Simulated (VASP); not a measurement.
## LiY with BLYP + D3: from relaxation to properties

Wanted: the relaxed cell of LiY and its properties. The steps: rough relaxation of the start cell, full relaxation (BLYP + D3), density, ELF and potential (BLYP + D3), band structure (BLYP + D3), density of states (BLYP + D3), band structure (BLYP + D3 + SOC), a single point (BLYP + D3), changed input and total and projected DOS (BLYP + D3), changed input. The cell is invented: it takes the structure of COD entry 1524193, DyCu (space group 221 there), with all of its atoms replaced by other elements, volume scaled by an estimate. It may not be a known or stable phase. Left out of this account: 1 further run (elastic: elastic constants of a metal on too coarse a mesh).

Method: BLYP with D3; plane waves and PAW (Y_sv, Li_sv), in the first sound run; inputs show where later runs differ, in VASP 6.6.1.

### Step 1. The structure

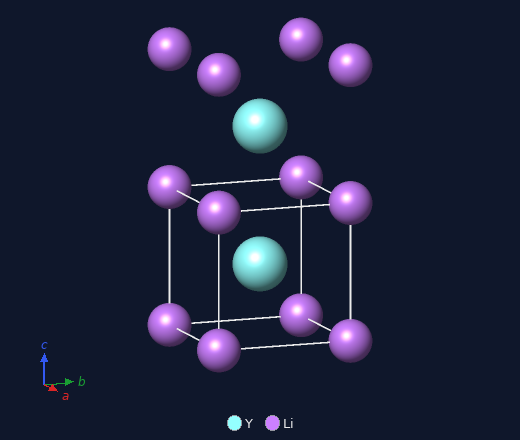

The cell as given, slightly off an axis (yttrium teal, lithium purple). 1×1×2 cells are drawn. Some periodic images of atoms are drawn too.

As a file:

```
Y Li
1.0
     3.66387    0.00000    0.00000
     0.00000    3.66387    0.00000
     0.00000    0.00000    3.66387
Y Li
1 1
Direct
  0.50000 0.50000 0.50000
  0.00000 0.00000 0.00000
```

### Step 2. Rough relaxation of the start cell

The start is only an estimate, so a cheap relaxation brings it near a minimum before any careful run. BLYP comes from molecular chemistry and underbinds dense solids. A dispersion term adds the long-range attraction that semilocal functionals lack. D3 makes the C6 coefficients depend on coordination; zero damping switches the term off at short range.

INCAR

```
SYSTEM = LiY
PREC = Normal
ENCUT = 650
EDIFF = 1E-05
NELM = 60
ISMEAR = 0
SIGMA = 0.05
LREAL = .FALSE.
ALGO = Fast
GGA = B5
ALDAX = 1
AGGAX = 1
AGGAC = 1
ALDAC = 0
IVDW = 11
VDW_S6 = 1
VDW_S8 = 1.682
VDW_SR = 1.094
VDW_SR8 = 1
NBANDS = 13
LORBIT = 11
LWAVE = .FALSE.
LCHARG = .FALSE.
IBRION = 2
NSW = 40
ISIF = 3
EDIFFG = -0.04
```

POSCAR

```
LiY
1.0
    3.6638690000      0.0000000000      0.0000000000
    0.0000000000      3.6638690000      0.0000000000
    0.0000000000      0.0000000000      3.6638690000
Y Li
1 1
Direct
    0.5000000000      0.5000000000      0.5000000000
    0.0000000000      0.0000000000      0.0000000000
```

KPOINTS

```
Automatic mesh
0
Gamma
5 5 5
0 0 0
```

PAW data sets: Y_sv and Li_sv (PBE family, release 64).

Launch:

```console
$ mpirun -np 1 vasp_std
```

The program printed:

```text
[banner, memory and clock lines left out]
running    1 mpi-ranks, on    1 nodes
 distrk:  each k-point on    1 cores,    1 groups
 distr:  one band on    1 cores,    1 groups

 POSCAR found type information on POSCAR Y Li
 POSCAR found :  2 types and       2 ions
|                                                                             |
|               ----> ADVICE to this user running VASP <----                  |
|                                                                             |
|     You enforced a specific xc type in the INCAR file but a different       |
|     [... a line on the potential file left out ...]
|     I HOPE YOU KNOW WHAT YOU ARE DOING!                                     |
|                                                                             |

 LDA part: xc-table for (Slater(with rela. corr.)+VWN5), standard interpolation
 POSCAR, INCAR and KPOINTS ok, starting setup
 FFT: planning ... GRIDC
 FFT: planning ... GRID_SOFT
 FFT: planning ... GRID
 WAVECAR not read
 entering main loop
       N       E                     dE             d eps       ncg     rms          rms(c)
DAV:   1     0.511852554844E+02    0.51185E+02   -0.68694E+03   260   0.118E+03
DAV:   2    -0.313246568164E+01   -0.54318E+02   -0.52543E+02   333   0.235E+02
DAV:   3    -0.723646214293E+01   -0.41040E+01   -0.40638E+01   415   0.424E+01
DAV:   4    -0.738636718246E+01   -0.14991E+00   -0.14985E+00   344   0.907E+00
DAV:   5    -0.739213095794E+01   -0.57638E-02   -0.57635E-02   376   0.130E+00    0.226E+01
RMM:   6    -0.685402921002E+01    0.53810E+00   -0.52243E-01   282   0.364E+00    0.137E+01
RMM:   7    -0.679658556876E+01    0.57444E-01   -0.12144E+00   302   0.526E+00    0.134E+00
RMM:   8    -0.676800300478E+01    0.28583E-01   -0.21480E-01   290   0.296E+00    0.262E+00
RMM:   9    -0.677130229701E+01   -0.32993E-02   -0.54469E-02   322   0.138E+00    0.947E-01
RMM:  10    -0.677230054259E+01   -0.99825E-03   -0.36028E-02   320   0.105E+00    0.585E-01
RMM:  11    -0.677554206592E+01   -0.32415E-02   -0.26892E-02   337   0.844E-01    0.566E-01
RMM:  12    -0.677560532213E+01   -0.63256E-04   -0.14143E-02   310   0.722E-01    0.220E-01
RMM:  13    -0.677687697033E+01   -0.12716E-02   -0.15600E-02   327   0.581E-01    0.152E-01
RMM:  14    -0.677765067369E+01   -0.77370E-03   -0.83526E-03   293   0.440E-01    0.166E-01
RMM:  15    -0.677850793735E+01   -0.85726E-03   -0.93568E-03   277   0.388E-01    0.198E-01
RMM:  16    -0.677889648461E+01   -0.38855E-03   -0.55431E-03   322   0.364E-01    0.145E-01
RMM:  17    -0.677950050214E+01   -0.60402E-03   -0.77347E-03   330   0.359E-01    0.429E-02
RMM:  18    -0.677972830091E+01   -0.22780E-03   -0.28479E-03   329   0.293E-01    0.276E-02
RMM:  19    -0.678011975600E+01   -0.39146E-03   -0.40039E-03   266   0.233E-01    0.264E-02
RMM:  20    -0.678030526216E+01   -0.18551E-03   -0.20814E-03   236   0.196E-01    0.225E-02
RMM:  21    -0.678054198592E+01   -0.23672E-03   -0.26422E-03   271   0.193E-01    0.262E-02
RMM:  22    -0.678069511048E+01   -0.15312E-03   -0.15731E-03   260   0.174E-01    0.489E-02
RMM:  23    -0.678085202425E+01   -0.15691E-03   -0.16509E-03   218   0.145E-01    0.401E-02
RMM:  24    -0.678097649480E+01   -0.12447E-03   -0.13349E-03   189   0.130E-01    0.317E-02
RMM:  25    -0.678108291101E+01   -0.10642E-03   -0.11555E-03   214   0.121E-01    0.272E-02
RMM:  26    -0.678119962333E+01   -0.11671E-03   -0.12415E-03   203   0.112E-01    0.146E-02
RMM:  27    -0.678127107647E+01   -0.71453E-04   -0.79638E-04   215   0.103E-01    0.118E-02
RMM:  28    -0.678137424656E+01   -0.10317E-03   -0.11345E-03   190   0.958E-02    0.395E-03
RMM:  29    -0.678142313042E+01   -0.48884E-04   -0.59093E-04   169   0.871E-02    0.364E-03
RMM:  31    -0.678153968054E+01   -0.39672E-04   -0.49630E-04   153   0.751E-02    0.946E-03
[...]
RMM:  44    -0.678195143913E+01   -0.26189E-04   -0.32294E-04   130   0.438E-02    0.345E-02
RMM:  45    -0.678196380515E+01   -0.12366E-04   -0.17580E-04   112   0.417E-02    0.361E-02
RMM:  46    -0.678198728490E+01   -0.23480E-04   -0.28892E-04   126   0.412E-02    0.376E-02
RMM:  47    -0.678199799665E+01   -0.10712E-04   -0.15693E-04   114   0.394E-02    0.383E-02
RMM:  48    -0.678201885338E+01   -0.20857E-04   -0.25713E-04   119   0.382E-02    0.392E-02
RMM:  49    -0.678202805755E+01   -0.92042E-05   -0.13853E-04   118   0.375E-02    0.400E-02
RMM:  50    -0.678204698212E+01   -0.18925E-04   -0.23446E-04   123   0.363E-02    0.408E-02
RMM:  51    -0.678205438098E+01   -0.73989E-05   -0.11708E-04   123   0.354E-02    0.402E-02
RMM:  52    -0.678207202287E+01   -0.17642E-04   -0.21754E-04   114   0.350E-02    0.415E-02
RMM:  53    -0.678207895647E+01   -0.69336E-05   -0.10730E-04   114   0.333E-02    0.423E-02
RMM:  54    -0.678209443036E+01   -0.15474E-04   -0.19300E-04   107   0.324E-02    0.431E-02
RMM:  55    -0.678210011315E+01   -0.56828E-05   -0.92518E-05   109   0.321E-02
   1 F= -.77062074E+01 E0= -.77029377E+01  d E =-.770621E+01
 curvature:   0.00 expect dE= 0.000E+00 dE for cont linesearch  0.000E+00
 trial: gam= 0.00000 g(F)=  0.000E+00 g(S)=  0.535E-02 ort = 0.000E+00 (trialstep = 0.100E+01)
 search vector abs. value=  0.535E-02
 bond charge predicted
       N       E                     dE             d eps       ncg     rms          rms(c)
DAV:   1    -0.684261084648E+01   -0.60516E-01   -0.77413E-01   439   0.553E+00    0.165E+00
RMM:   2    -0.679320615880E+01    0.49405E-01   -0.69879E-02   285   0.188E+00    0.716E-01
RMM:   3    -0.678729818336E+01    0.59080E-02   -0.90092E-02   298   0.174E+00    0.373E-01
RMM:   4    -0.678963533107E+01   -0.23371E-02   -0.16326E-02   318   0.813E-01    0.315E-01
RMM:   5    -0.679115772055E+01   -0.15224E-02   -0.77581E-03   319   0.441E-01    0.196E-01
RMM:   6    -0.679250804181E+01   -0.13503E-02   -0.55864E-03   321   0.401E-01    0.557E-02
RMM:   7    -0.679290161307E+01   -0.39357E-03   -0.47862E-03   312   0.313E-01    0.692E-02
RMM:   8    -0.679317169090E+01   -0.27008E-03   -0.27358E-03   305   0.241E-01    0.827E-02
RMM:   9    -0.679342785567E+01   -0.25616E-03   -0.24331E-03   280   0.203E-01    0.124E-01
RMM:  10    -0.679352845510E+01   -0.10060E-03   -0.13860E-03   253   0.164E-01    0.109E-01
RMM:  11    -0.679364033149E+01   -0.11188E-03   -0.13230E-03   236   0.145E-01    0.973E-02
RMM:  12    -0.679369001914E+01   -0.49688E-04   -0.76946E-04   265   0.129E-01    0.864E-02
RMM:  13    -0.679376083817E+01   -0.70819E-04   -0.80965E-04   225   0.110E-01    0.893E-02
RMM:  14    -0.679381764660E+01   -0.56808E-04   -0.52361E-04   225   0.972E-02    0.121E-01
RMM:  15    -0.679382237256E+01   -0.47260E-05   -0.48743E-04   270   0.109E-01    0.534E-02
RMM:  16    -0.679384871472E+01   -0.26342E-04   -0.39657E-04   246   0.970E-02    0.176E-02
RMM:  17    -0.679387646681E+01   -0.27752E-04   -0.31321E-04   193   0.740E-02    0.781E-03
RMM:  18    -0.679389823244E+01   -0.21766E-04   -0.24244E-04   158   0.623E-02    0.109E-02
RMM:  19    -0.679391787326E+01   -0.19641E-04   -0.21884E-04   127   0.556E-02    0.208E-02
RMM:  20    -0.679393294920E+01   -0.15076E-04   -0.17870E-04   167   0.546E-02    0.112E-02
RMM:  21    -0.679394809063E+01   -0.15141E-04   -0.16869E-04   183   0.539E-02    0.520E-03
RMM:  22    -0.679396008448E+01   -0.11994E-04   -0.13515E-04   162   0.478E-02    0.622E-03
RMM:  23    -0.679397139850E+01   -0.11314E-04   -0.13079E-04   115   0.427E-02    0.103E-02
RMM:  24    -0.679398019433E+01   -0.87958E-05   -0.10391E-04   116   0.409E-02    0.109E-02
RMM:  25    -0.679398866977E+01   -0.84754E-05   -0.99686E-05    97   0.376E-02
   2 F= -.77094320E+01 E0= -.77062385E+01  d E =-.322461E-02
 trial-energy change:   -0.003225  1 .order   -0.003441   -0.005347   -0.001534
 step:   1.4024(harm=  1.4024)  dis= 0.00000  next Energy=    -7.709957 (dE=-0.375E-02)
 reached required accuracy - stopping structural energy minimisation
```

The job ended after 30 s (1 MPI rank of Intel Xeon 6975P-C (Granite Rapids), shared host; peak memory 0.16 GiB).

Lines that name or quote the potential files are left out of all logs, and their timing lines are given in words.

From OUTCAR (step 2):

```text
ion  position               nearest neighbor table
   1  0.500  0.500  0.500-   2 3.17   2 3.17   2 3.17   2 3.17   2 3.17   2 3.17   2 3.17   2 3.17

  LATTYP: Found a simple cubic cell.
 ALAT       =     3.6638690000

 Subroutine GETGRP returns: Found 48 space group operations
 (whereof 48 operations were pure point group operations)

The static configuration has the point symmetry O_h .

 Found     10 irreducible k-points:

   k-points           NKPTS =     10   k-points in BZ     NKDIM =     10   number of bands    NBANDS=     13

   dimension x,y,z NGX =    24 NGY =   24 NGZ =   24
   dimension x,y,z NGXF=    48 NGYF=   48 NGZF=   48

   ENCUT  =  650.0 eV  47.77 Ry    6.91 a.u.   7.62  7.62  7.62*2*pi/ulx,y,z

   NELECT =      14.0000    total number of electrons

 k-points in reciprocal lattice and weights: Automatic mesh
   0.00000000  0.00000000  0.00000000       0.008
   0.20000000  0.00000000  0.00000000       0.048
   0.40000000  0.00000000  0.00000000       0.048
   0.20000000  0.20000000  0.00000000       0.096
   0.40000000  0.20000000  0.00000000       0.192
   0.40000000  0.40000000  0.00000000       0.096
   0.20000000  0.20000000  0.20000000       0.064
   0.40000000  0.20000000  0.20000000       0.192
   0.40000000  0.40000000  0.20000000       0.192
   0.40000000  0.40000000  0.40000000       0.064

 Edisp (eV)   -0.92411

 average (electrostatic) potential at core
       1 -38.6006       2 -62.1693

 E-fermi :   2.7775

 k-point     1 :       0.0000    0.0000    0.0000
  band No.  band energies     occupation
    ...
      4     -20.2103      2.00000
      5     -20.2103      2.00000
      6      -1.4943      2.00000
      7       2.6315      1.99996
      8       2.6315      1.99996
      9       6.3949      0.00000
     10       6.3949      0.00000
     11       6.3949      0.00000
     12       8.1849      0.00000
     13       8.1849      0.00000

 k-point     2 :       0.2000    0.0000    0.0000
  band No.  band energies     occupation
    ...
      3     -20.2898      2.00000
      4     -20.2033      2.00000
      5     -20.2033      2.00000
      6      -1.0235      2.00000
      7       2.6997      1.97215
      8       2.8144      0.29700
      9       5.4155      0.00000
     10       5.4155      0.00000
     11       6.4602      0.00000
     12       7.5049      0.00000
    ...

 k-point     3 :       0.4000    0.0000    0.0000
  band No.  band energies     occupation
    ...
      3     -20.4155      2.00000
      4     -20.1918      2.00000
      5     -20.1918      2.00000
      6      -0.0021      2.00000
      7       2.2755      2.00000
      8       3.1566      0.00000
      9       4.5532      0.00000
     10       4.5532      0.00000
     11       6.5702      0.00000
     12       7.5210      0.00000
    ...

 Edisp (eV)   -0.91544

  Total       0.07800     0.07800     0.07800    -0.00000    -0.00000    -0.00000
  in kB       2.49162     2.49162     2.49162    -0.00000    -0.00000    -0.00000
  external pressure =        2.49 kB  Pullay stress =        0.00 kB

  energy-cutoff  :      650.00
  volume of cell :       50.16
      direct lattice vectors                 reciprocal lattice vectors
     3.687892348 -0.000000000 -0.000000000     0.271157590 -0.000000000 -0.000000000
     0.000000000  3.687892348  0.000000000     0.000000000  0.271157590  0.000000000
     0.000000000 -0.000000000  3.687892348     0.000000000 -0.000000000  0.271157590

 POSITION                                       TOTAL-FORCE (eV/Angst)
 -----------------------------------------------------------------------------------
      1.84395      1.84395      1.84395        -0.000000     -0.000000      0.000000
      0.00000      0.00000      0.00000         0.000000      0.000000      0.000000
 -----------------------------------------------------------------------------------
    total drift:                                0.000000     -0.000000     -0.000000

  FREE ENERGIE OF THE ION-ELECTRON SYSTEM (eV)
  ---------------------------------------------------
  free  energy   TOTEN  =        -7.7094319936 eV

  energy  without entropy=       -7.7030450176  energy(sigma->0) =       -7.70623851

 reached required accuracy - stopping structural energy minimisation

 total charge
# of ion       s       p       d       f       tot
--------------------------------------------------
    1        2.286   6.215   0.871   0.005   9.376
    2        2.052   0.067   0.000   0.000   2.118
--------------------------------------------------
tot          4.337   6.282   0.871   0.005  11.494

[... 3 further parts left out ...]
```

CONTCAR:

```
LiY
   1.00000000000000
     3.6878923484725346   -0.0000000000000000   -0.0000000000000000
     0.0000000000000000    3.6878923484725346    0.0000000000000000
     0.0000000000000000   -0.0000000000000000    3.6878923484725346
  Y               Li
     1     1
Direct
     0.5000000000000000    0.5000000000000000    0.5000000000000000
     0.0000000000000000    0.0000000000000000    0.0000000000000000
```

The k-mesh is coarse for a metal. This relaxation is a rough one on cheap settings, only to bring the start near its minimum. The PAW data sets were made with PBE, which is usual practice but a small mismatch for other functionals. Dispersion corrections of this kind ignore metallic screening and tend to overbind metals. The run keeps the 48 symmetry operations of its start, so it cannot find a distortion of lower symmetry.

Step by step:

| step | energy less that of the first step (eV) | largest force (eV/Å) | pressure (GPa) | volume (Å³) |
| --- | --- | --- | --- | --- |
| 1 | 0.0000 | 0.0000 | 0.89 | 49.18 |
| 2 | -0.0032 | 0.0000 | 0.25 | 50.16 |

| conventional cell, symmetrised | before | after | change |
| --- | --- | --- | --- |
| a (Å) | 3.664 | 3.688 | +0.7 % |
| b (Å) | 3.664 | 3.688 | +0.7 % |
| c (Å) | 3.664 | 3.688 | +0.7 % |
| volume (Å³/atom) | 24.59 | 25.08 | +2.0 % |

Final coordinates:

```xyz
2
Lattice="3.6879 0.0000 0.0000 0.0000 3.6879 0.0000 0.0000 0.0000 3.6879" Properties=species:S:1:pos:R:3 pbc="T T T"
Y     1.8439    1.8439    1.8439
Li    0.0000    0.0000    0.0000
```

This step gave:

```
electrons                       : 14
bands                           : 13
irreducible k-points            : 10
symmetry operations             : 48
free energy (TOTEN)             : -7.709 eV
energy at zero smearing         : -7.706 eV
Fermi energy                    : 2.777 eV
pressure                        : 0.2492 GPa
metallic                        : yes
SCF cycles over all ionic steps : 80
```

It ends with forces that vanish by symmetry and a pressure of 0.25 GPa.

(Part 1 of 4 ends here.)

[Lines on the potential files, build, host, timing and source positions are cut from VASP's logs without a mark.]

[Logs are printed without paths, hosts, clocks, repeated set-up lines and the standing remarks that a program may print on its own settings, such as how far it seeks lower states.]

[Hosts, paths, dates, database ids (printed as entryN), source tags and the programs' standing remarks are cut or masked in the printed files.]

[A measured line is paired with the nearest computed mode of its activity, which favours agreement.]

[In band tables of VASP the shares of atoms and orbitals are scaled to a sum of 1 inside the atoms' spheres.]
